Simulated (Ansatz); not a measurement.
**BClH₇NO: a barrier at many levels of theory**

How high is the barrier of this step (B1–N6 tightened, Cl2–H7 formed, H5–O8 formed, B1–Cl2 broken, H5–N6 broken, H7–O8 broken), and how far do cheaper methods land from CCSD(T)?

The runs use Ansatz 0.2.0, Gaussian basis; single points in def2-TZVPP on PBE0-D4/def2-TZVP structures.

Levels: SPW92, PBE-D4, BLYP-D4, r2SCAN-D4, B97M-V, PBE0-D4, B3LYP-D4, r2SCAN0-D4, BHLYP-D4, CAM-B3LYP-D4, wB97X-V, wB97M-V, B2PLYP, PBE-QIDH, RPA on PBE, Hartree-Fock, MP2, CCSD, CCSD(T). The reference is CCSD(T) at the basis limit, from triple and quadruple zeta. Zero-point energies come from PBE0-D4 vibrations.

Correlated methods freeze the cores. B3LYP uses VWN-RPA correlation. B2PLYP carries no dispersion term here.

33 further runs of the same task are left out: 33 set aside as unsound or not needed.

### 1 Start, saddle and end, as given

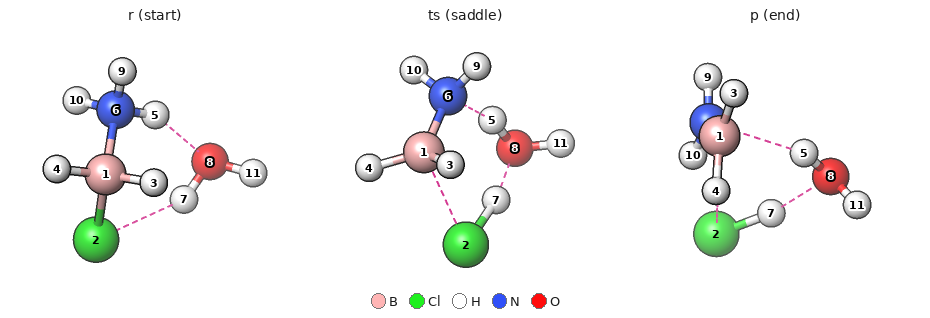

Start, saddle and end (boron pink, chlorine green, hydrogen white, nitrogen blue, oxygen red); broken lines mark the pairs that change.

Charge 0, multiplicity 1. The folders r, ts and p hold the start, the saddle and the end; their coordinates stand in the first inputs.

| pair | r (Å) | ts (Å) | p (Å) |
| --- | --- | --- | --- |
| B1–N6 | 1.606 | 1.475 | 1.390 |
| Cl2–H7 | 2.284 | 1.474 | 1.321 |
| H5–O8 | 1.851 | 1.033 | 0.970 |
| B1–Cl2 | 1.881 | 2.398 | 4.512 |
| H5–N6 | 1.033 | 1.616 | 2.183 |
| H7–O8 | 0.973 | 1.287 | 1.707 |

### 2 wB97M-V/def2-TZVPP

Input file r/in.yaml:

```yaml
crystal:
  periodic: [false, false, false]
  atoms:
    - {symbol: B, position_ang: [-0.968217, -0.715735, -0.502345]}
    - {symbol: Cl, position_ang: [-1.648070, 1.038390, -0.480140]}
    - {symbol: H, position_ang: [-0.333706, -0.910115, -1.507217]}
    - {symbol: H, position_ang: [-1.850463, -1.504839, -0.288184]}
    - {symbol: H, position_ang: [0.789495, -0.045713, 0.593790]}
    - {symbol: N, position_ang: [0.065308, -0.770020, 0.725791]}
    - {symbol: H, position_ang: [0.490288, 1.812440, -0.265557]}
    - {symbol: O, position_ang: [1.391155, 1.616934, 0.047321]}
    - {symbol: H, position_ang: [0.506167, -1.683103, 0.780574]}
    - {symbol: H, position_ang: [-0.405239, -0.589003, 1.607847]}
    - {symbol: H, position_ang: [1.963385, 1.750863, -0.711778]}
basis:
  gaussian: {orbitals: def2-TZVPP}
hamiltonian: {xc: {name: wB97M-V}}
```

Input file ts/in.yaml:

```yaml
crystal:
  periodic: [false, false, false]
  atoms:
    - {symbol: B, position_ang: [-0.982605, -0.923792, -0.314392]}
    - {symbol: Cl, position_ang: [-1.101770, 1.266845, -1.283521]}
    - {symbol: H, position_ang: [-0.828748, -1.467910, -1.366073]}
    - {symbol: H, position_ang: [-2.062953, -0.833638, 0.184026]}
    - {symbol: H, position_ang: [0.877527, 0.561211, 0.528560]}
    - {symbol: N, position_ang: [0.180503, -0.895125, 0.592230]}
    - {symbol: H, position_ang: [0.073250, 1.624242, -0.467820]}
    - {symbol: O, position_ang: [1.067972, 1.560052, 0.346110]}
    - {symbol: H, position_ang: [0.922835, -1.537102, 0.351137]}
    - {symbol: H, position_ang: [-0.039007, -0.981029, 1.575214]}
    - {symbol: H, position_ang: [1.893097, 1.626346, -0.145370]}
basis:
  gaussian: {orbitals: def2-TZVPP}
hamiltonian: {xc: {name: wB97M-V}}
```

Input file p/in.yaml:

```yaml
crystal:
  periodic: [false, false, false]
  atoms:
    - {symbol: B, position_ang: [-0.544582, -1.729414, -0.338099]}
    - {symbol: Cl, position_ang: [-1.033783, 2.605318, 0.813077]}
    - {symbol: H, position_ang: [0.059130, -2.761370, -0.376767]}
    - {symbol: H, position_ang: [-1.273107, -1.383457, -1.221630]}
    - {symbol: H, position_ang: [1.047313, 0.428017, -0.287095]}
    - {symbol: N, position_ang: [-0.360467, -0.880881, 0.747728]}
    - {symbol: H, position_ang: [0.060623, 2.204626, 0.190350]}
    - {symbol: O, position_ang: [1.348235, 1.324005, -0.503642]}
    - {symbol: H, position_ang: [0.187978, -1.139381, 1.552520]}
    - {symbol: H, position_ang: [-0.891936, -0.031477, 0.885984]}
    - {symbol: H, position_ang: [1.400699, 1.364112, -1.462325]}
basis:
  gaussian: {orbitals: def2-TZVPP}
hamiltonian: {xc: {name: wB97M-V}}
```

No record of the launch command was kept for these runs.

Further steps of the session: CCSD(T)/def2-TZVPP; MP2/def2-QZVPP; Vibrations of the start structure; Vibrations of the end structure.

**Question.** What will these runs give? Wanted: barrier, CCSD(T)/CBS; reverse barrier, CCSD(T)/CBS; step energy, CCSD(T)/CBS; barrier with zero-point energy; step energy with zero-point energy; imaginary mode at the saddle; largest T1 diagnostic.

The runs gave:

| quantity | value |
| --- | --- |
| barrier, CCSD(T)/CBS | 132.0 kJ/mol |
| reverse barrier, CCSD(T)/CBS | 53.3 kJ/mol |
| step energy, CCSD(T)/CBS | +78.7 kJ/mol |
| barrier with zero-point energy | 113.6 kJ/mol |
| step energy with zero-point energy | +61.3 kJ/mol |
| imaginary mode at the saddle | 430i cm⁻¹ |
| largest T1 diagnostic | 0.010 |

BHLYP-D4 is the best functional here (-0.5 kJ/mol from CCSD(T)/CBS); SPW92 is the worst (-42.4 kJ/mol). By rung, the mean size of the error is: LDA 42.4, GGA 29.8, meta-GGA 12.6, hybrid 10.3, range-separated hybrid 7.4, double hybrid 6.0 kJ/mol. PBE-D4 gives a barrier 29.0 kJ/mol too low, outside chemical accuracy (1 kcal/mol, 4.2 kJ/mol). Every functional without exact exchange puts the forward barrier too low. The barrier rises with the share of exact exchange, from BLYP-D4 through B3LYP-D4 to BHLYP-D4 (-30.5, -17.8, -0.5 kJ/mol). Hartree-Fock, with no correlation, is off by +25.1 kJ/mol. Zero-point motion lowers the barrier by 18.4 kJ/mol.
